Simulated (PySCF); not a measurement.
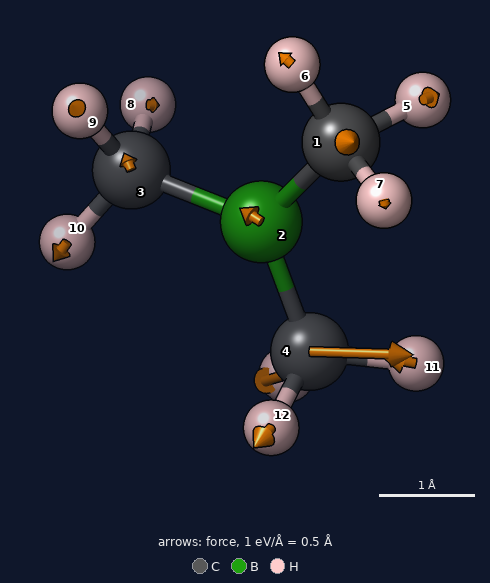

Starting geometry of C3H9B with the computed forces as orange arrows. A ball-and-stick model, seen at a tilt.

The start comes from GFN2-xTB. Its atoms were then displaced at random by about 0.01 Å.

Method: PySCF 2.14.0, density-fitted response routines, PBE0-D3(BJ)/def2-SVP geometry optimisation, gas phase. 

What follows when this structure is relaxed?

Answer. It isn't relaxed: the largest force vector, on a C atom, is 2.28 eV/Å. The final displacements follow the starting forces only in part (cosine between the two patterns 0.60). The largest move after the best rigid fit is that of an H atom, 0.052 Å. Largest moves by element: H 0.052 Å, C 0.043 Å, B 0.013 Å. Among the contacts that change: C–H 1.063 → 1.101 Å, C–H 1.129 → 1.101 Å, B–C 1.547 → 1.574 Å, C–H 1.091 → 1.107 Å. Among the angles between lasting bonds that change: H–C–H 104.9° → 109.7°, B–C–H 110.0° → 105.5°, B–C–H 109.6° → 105.3°. Over 4 geometry steps the energy falls by 0.124 eV.
